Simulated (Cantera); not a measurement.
A closed system holds: 1 mol TiC, 0.011 mol H₂, 0.16 mol C, held at 1900 °C.

Equilibrium computed with Cantera from the NASA thermochemical tables; the gas is ideal and each condensed phase is pure. Candidate condensed phases: C, C₆H₆, C₇H₈, C₈H₁₈, Ti, TiC; 77 gas species. TiC: taken at fixed stoichiometry. Equilibrium is a limit: real reactors are often held back by kinetics, nucleation or transport.

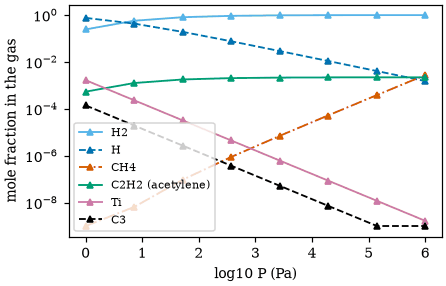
*Equilibrium gas composition (values under 1e-9 drawn at 1e-9)*

From 1.00e-5 bar to 10.0 bar the condensed part is C(graphite) + TiC(s).
